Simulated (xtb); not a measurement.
## Geometry relaxation, with input and output: CH$_{2}$SSe (part 3 of 3)

The same run, continued: CH$_{2}$SSe; GFN1-xTB, ALPB solvent nitromethane (xtb 6.7.1). The geometry comes from this level: GFN2-xTB.

Geometry of the input (Å):
```
S  -1.7744  -1.1324  -0.0307
C  -0.3602  -0.3801  0.1738
Se 0.3073  0.9766  -0.9502
H  0.2888  -0.6288  1.0067
H  1.5385  1.1646  -0.1996
```

What the program printed, continued:
```
         #    Occupation            Energy/Eh            Energy/eV
      -------------------------------------------------------------
         1        2.0000           -0.9027431             -24.5649
         2        2.0000           -0.8305756             -22.6011
         3        2.0000           -0.6088935             -16.5688
         4        2.0000           -0.5416612             -14.7394
         5        2.0000           -0.4903957             -13.3443
         6        2.0000           -0.4877673             -13.2728
         7        2.0000           -0.4662799             -12.6881
         8        2.0000           -0.3983865             -10.8406
         9        2.0000           -0.3735497             -10.1648 (HOMO)
        10                         -0.2941523              -8.0043 (LUMO)
        11                         -0.1999855              -5.4419
        12                         -0.1579647              -4.2984
        13                         -0.1143499              -3.1116
        14                         -0.0874293              -2.3791
        15                         -0.0736765              -2.0048
        16                         -0.0627535              -1.7076
        17                         -0.0442316              -1.2036
        18                         -0.0395613              -1.0765
        19                          0.0024008               0.0653
        20                          0.0029268               0.0796
       ...                                ...                  ...
        26                          0.7295993              19.8534
      -------------------------------------------------------------
                  HL-Gap            0.0793974 Eh            2.1605 eV
             Fermi-level           -0.3338510 Eh           -9.0845 eV

  Mulliken/CM5 charges         n(s)   n(p)   n(d)
     1S    -0.23123 -0.25637   1.922  4.310 -0.000
     2C     0.08662  0.04958   1.112  2.801  0.000
     3Se    0.04405 -0.00409   1.937  4.043 -0.024
     4H     0.02390  0.08079   0.976  0.000  0.000
     5H     0.07666  0.13010   0.923  0.000  0.000

Wiberg/Mayer (AO) data.
largest (>0.10) Wiberg bond orders for each atom

 ---------------------------------------------------------------------------
     #   Z sym  total        # sym  WBO       # sym  WBO       # sym  WBO
 ---------------------------------------------------------------------------
     1  16 S    2.062 --     2 C    1.820     3 Se   0.207
     2   6 C    3.967 --     1 S    1.820     3 Se   1.153     4 H    0.990
     3  34 Se   2.340 --     2 C    1.153     5 H    0.984     1 S    0.207
     4   1 H    1.013 --     2 C    0.990
     5   1 H    1.003 --     3 Se   0.984
 ---------------------------------------------------------------------------

Topologies differ in total number of bonds
Writing topology from bond orders to xtbtopo.mol

 dipole moment from electron density (au)
     X       Y       Z
   1.0790   0.6562   0.0600  total (Debye):    3.213

           -------------------------------------------------
          |                Geometry Summary                 |
           -------------------------------------------------

      molecular mass/u    :      125.0507934
   center of mass at/Å    :       -0.2830556       0.2869691      -0.5778544
  moments of inertia/u·Å² :        0.1168408E+02   0.2273117E+03   0.2389958E+03
rotational constants/cm⁻¹ :        0.1442786E+01   0.7416085E-01   0.7053527E-01

 * 4 selected distances

     #   Z          #   Z                                           value/Å
     1  16 S        2   6 C                                       1.6204114
     2   6 C        3  34 Se                                      1.8739648 (max)
     2   6 C        4   1 H                                       1.0856540 (min)
     3  34 Se       5   1 H                                       1.4467644

 * 4 distinct bonds (by element types)

   Z      Z             #   av. dist./Å        max./Å        min./Å
   1 H    6 C           1     1.0856540     1.0856540     1.0856540
   6 C   16 S           1     1.6204114     1.6204114     1.6204114
   1 H   34 Se          1     1.4467644     1.4467644     1.4467644
   6 C   34 Se          1     1.8739648     1.8739648     1.8739648

           -------------------------------------------------
          |               Frequency Printout                |
           -------------------------------------------------
 projected vibrational frequencies (cm⁻¹)
eigval :       -0.00    -0.00    -0.00     0.00     0.00     0.00
eigval :      215.59   327.24   637.21   734.82   793.73  1118.17
eigval :     1233.74  2373.06  3038.08
 reduced masses (amu)
   1: 27.13   2: 60.77   3: 32.19   4: 61.63   5: 60.84   6: 37.47   7: 40.04   8:  3.13
   9: 17.85  10:  4.78  11:  7.08  12: 13.89  13:  4.51  14:  1.99  15:  1.85
 IR intensities (km·mol⁻¹)
   1:  5.89   2:  1.25   3:  1.11   4:  0.29   5:  1.03   6:  0.67   7:  0.78   8:  2.26
   9: 14.57  10: 17.17  11: 22.71  12: 61.60  13: 73.83  14:262.01  15: 34.42
 Raman intensities (Ä⁴*amu⁻¹)
   1:  0.00   2:  0.00   3:  0.00   4:  0.00   5:  0.00   6:  0.00   7:  0.00   8:  0.00
   9:  0.00  10:  0.00  11:  0.00  12:  0.00  13:  0.00  14:  0.00  15:  0.00
 output can be read by thermo (or use thermo option).
 writing <g98.out> molden fake output.
Molecule has the following symmetry elements: (sigma)
It seems to be the Cs point group
 recommended (thermochemical) frequency scaling factor: 1.0
           -------------------------------------------------
          |             Thermodynamic Functions             |
           -------------------------------------------------

cs  symmetry found (for desy threshold:  0.10E+00) used in thermo

          ...................................................
          :                      SETUP                      :
          :.................................................:
          :  # frequencies                           9      :
          :  # imaginary freq.                       0      :
          :  linear?                             false      :
          :  only rotor calc.                    false      :
          :  symmetry                               cs      :
          :  rotational number                       1      :
          :  scaling factor                  1.0000000      :
          :  rotor cutoff                   50.0000000 cm⁻¹ :
          :  imag. cutoff                  -20.0000000 cm⁻¹ :
          :.................................................:

    mode    ω/cm⁻¹     T·S(HO)/kcal·mol⁻¹    T·S(FR)/kcal·mol⁻¹   T·S(vib)
   ------------------------------------------------------------------------
       1    215.59    -0.59506 ( 99.71%)    -0.62349 (  0.29%)    -0.59514
   ------------------------------------------------------------------------

   temp. (K)  partition function   enthalpy   heat capacity  entropy
                                   cal/mol     cal/K/mol   cal/K/mol   J/K/mol
 298.15  VIB   2.17                  804.560      6.267      4.234
         ROT  0.609E+05              888.752      2.981     24.873
         INT  0.132E+06             1693.312      9.247     29.107
         TR   0.135E+28             1481.254      4.968     40.366
         TOT                        3174.5658    14.2156    69.4734   290.6765

       T/K    H(0)-H(T)+PV         H(T)/Eh          T*S/Eh         G(T)/Eh
   ------------------------------------------------------------------------
    298.15    0.505899E-02    0.289151E-01    0.330090E-01   -0.409389E-02
   ------------------------------------------------------------------------

         :::::::::::::::::::::::::::::::::::::::::::::::::::::
         ::                  THERMODYNAMIC                  ::
         :::::::::::::::::::::::::::::::::::::::::::::::::::::
         :: total free energy         -10.190318742815 Eh   ::
         ::.................................................::
         :: total energy              -10.186224848464 Eh   ::
         :: zero point energy           0.023856145792 Eh   ::
         :: G(RRHO) w/o ZPVE           -0.027950040143 Eh   ::
         :: G(RRHO) contrib.           -0.004093894351 Eh   ::
         :::::::::::::::::::::::::::::::::::::::::::::::::::::

optimized geometry written to: xtbopt.xyz

           -------------------------------------------------
          | TOTAL ENERGY              -10.186224848464 Eh   |
          | TOTAL ENTHALPY            -10.157309710063 Eh   |
          | TOTAL FREE ENERGY         -10.190318742815 Eh   |
          | GRADIENT NORM               0.000109001530 Eh/α |
          | HOMO-LUMO GAP               2.160514057558 eV   |
           -------------------------------------------------

------------------------------------------------------------------------
------------------------------------------------------------------------
 total:
 *  cpu-time:     0 d,  0 h,  0 min,  0.074 sec
 * ratio c/w:     1.000 speedup
 SCF:
 *  cpu-time:     0 d,  0 h,  0 min,  0.003 sec
 * ratio c/w:     1.000 speedup
 ANC optimizer:
 *  cpu-time:     0 d,  0 h,  0 min,  0.014 sec
 * ratio c/w:     1.000 speedup
 analytical hessian:
 *  cpu-time:     0 d,  0 h,  0 min,  0.053 sec
 * ratio c/w:     1.000 speedup
```

File vibspectrum:
```
$vibrational spectrum
#  mode     symmetry     wave number   IR intensity    selection rules
#                         cm**(-1)      (km*mol⁻¹)        IR
     1                      -0.00         0.00000          -
     2                      -0.00         0.00000          -
     3                      -0.00         0.00000          -
     4                       0.00         0.00000          -
     5                       0.00         0.00000          -
     6                       0.00         0.00000          -
     7        a            215.59         0.77631         YES
     8        a            327.24         2.26301         YES
     9        a            637.21        14.56807         YES
    10        a            734.82        17.17084         YES
    11        a            793.73        22.71241         YES
    12        a           1118.17        61.60445         YES
    13        a           1233.74        73.82779         YES
    14        a           2373.06       262.00748         YES
    15        a           3038.08        34.41955         YES
$end
```

File xtbopt.xyz:
```
5
 energy: -10.186224851506 gnorm: 0.000108996167 xtb: 6.7.1
S           -1.78165799173089       -1.12496659493679       -0.04854973744331
C           -0.35938966160499       -0.38460168136531        0.18542725770052
Se           0.30648096748436        0.96284729493084       -0.93383187164261
H            0.28888291589270       -0.63921008049822        1.01823074074364
H            1.54569376981919        1.18591106179966       -0.22128638935824
```

Trajectory as extended XYZ (Å, eV, eV/Å), 7 frames, from step=0 to step=6:
```
5
Properties=species:S:1:pos:R:3 step=0 energy=-277.17596
S    -1.7744   -1.1324   -0.0307
C    -0.3602   -0.3801    0.1738
Se    0.3073    0.9766   -0.9502
H     0.2888   -0.6288    1.0067
H     1.5385    1.1646   -0.1996
5
Properties=species:S:1:pos:R:3 step=1 energy=-277.17612
S    -1.7832   -1.1382   -0.0452
C    -0.3775   -0.3729    0.1939
Se    0.3162    0.9602   -0.9325
H     0.2863   -0.6466    1.0086
H     1.5581    1.1975   -0.2247
5
Properties=species:S:1:pos:R:3 step=2 energy=-277.15954
S    -1.8005   -1.1178   -0.0441
C    -0.3472   -0.4257    0.1624
Se    0.3101    0.9606   -0.9089
H     0.2722   -0.6329    1.0326
H     1.5653    1.2156   -0.2419
5
Properties=species:S:1:pos:R:3 step=3 energy=-277.18064
S    -1.7780   -1.1229   -0.0476
C    -0.3554   -0.3841    0.1829
Se    0.3038    0.9662   -0.9375
H     0.2915   -0.6347    1.0178
H     1.5381    1.1754   -0.2157
5
Properties=species:S:1:pos:R:3 step=4 energy=-277.18119
S    -1.7820   -1.1268   -0.0487
C    -0.3619   -0.3836    0.1868
Se    0.3077    0.9624   -0.9327
H     0.2880   -0.6404    1.0175
H     1.5483    1.1885   -0.2229
5
Properties=species:S:1:pos:R:3 step=5 energy=-277.18127
S    -1.7813   -1.1243   -0.0484
C    -0.3583   -0.3851    0.1847
Se    0.3059    0.9634   -0.9342
H     0.2893   -0.6382    1.0184
H     1.5444    1.1843   -0.2205
5
Properties=species:S:1:pos:R:3 step=6 energy=-277.18130
S    -1.7816   -1.1250   -0.0486
C    -0.3594   -0.3846    0.1854
Se    0.3065    0.9628   -0.9338
H     0.2889   -0.6392    1.0182
H     1.5457    1.1859   -0.2213
```

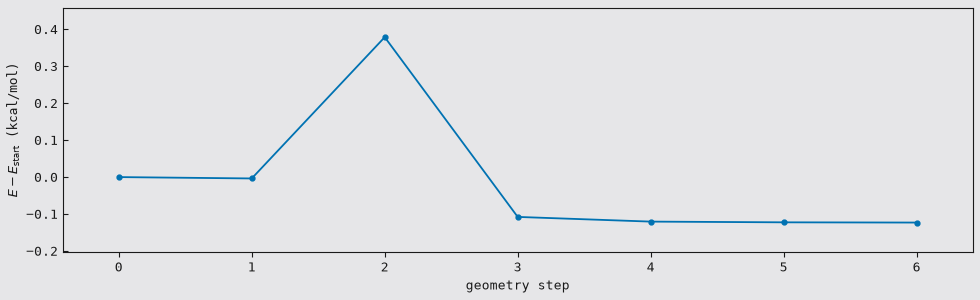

Progress of the relaxation, step by step (steps are counted from 0).

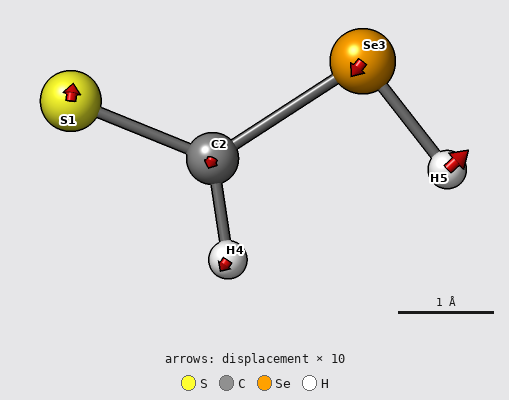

The starting structure with the displacements as red arrows, magnified 10 times (ball-and-stick view, seen at a tilt). The two geometries are laid on each other by the best rigid fit. The energy falls by 0.12 kcal/mol in 6 geometry steps. The atom that moves furthest after the best rigid fit is H5 (0.032 Å). By element the largest moves are H 0.032 Å, Se 0.021 Å, S 0.020 Å, C 0.013 Å. Distances before and after: C2–Se3 1.884 → 1.874 Å, Se3–H5 1.454 → 1.447 Å, S1–C2 1.615 → 1.620 Å. Among the angles that change: C2–Se3–H5 94.9° → 97.0°. (Atoms are counted from 1 in the order of the input.)

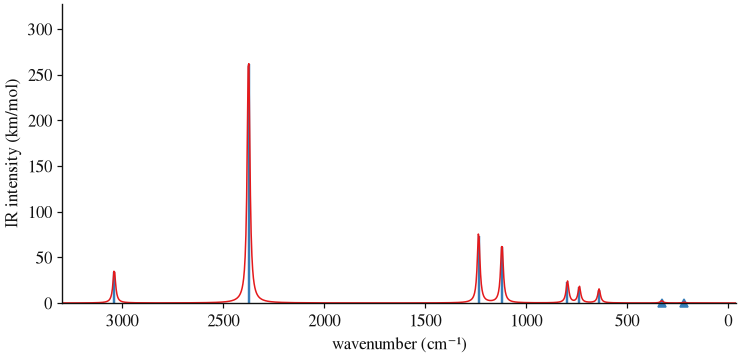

Harmonic infrared spectrum, unscaled: sticks (degenerate modes added up, dark ones marked on the axis) with a Lorentzian envelope of 16 cm⁻¹ full width, scaled to the tallest stick. 9 modes from 216 to 3038 cm⁻¹, none imaginary. The strongest line is at 2373 cm⁻¹ (262 km/mol). All modes, in cm⁻¹ (km/mol): 216 (0.8), 327 (2.3), 637 (14.6), 735 (17.2), 794 (23), 1118 (62), 1234 (74), 2373 (262), 3038 (34).

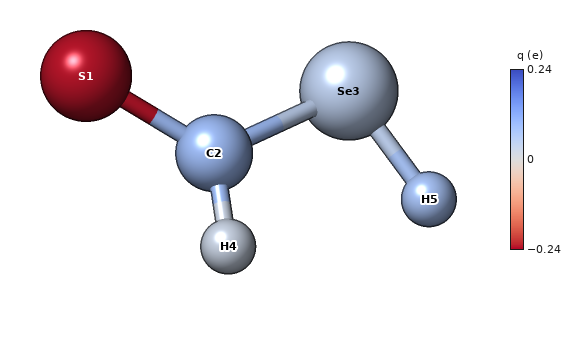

Mulliken charges, as the colour of each atom (ball-and-stick view, seen at a tilt; atoms are numbered from 1 in the order of the input). By element: S −0.23, C +0.09, Se +0.04 and H +0.02 to +0.08 e.

Results in brief:

| quantity | value |
| --- | --- |
| outcome | converged |
| electrons treated | 18 |
| total energy | −10.186225 hartree |
| dispersion energy | −0.001629 hartree |
| solvation energy | −0.007722 hartree |
| basis functions | 28 |
| HOMO | −10.16 eV |
| LUMO | −8.00 eV |
| zero-point energy | 0.023856 hartree |
| dipole moment | 3.21 D |
| wavenumbers, lowest and highest | 216 and 3038 cm⁻¹ |
| peak memory | 0.076 GiB |
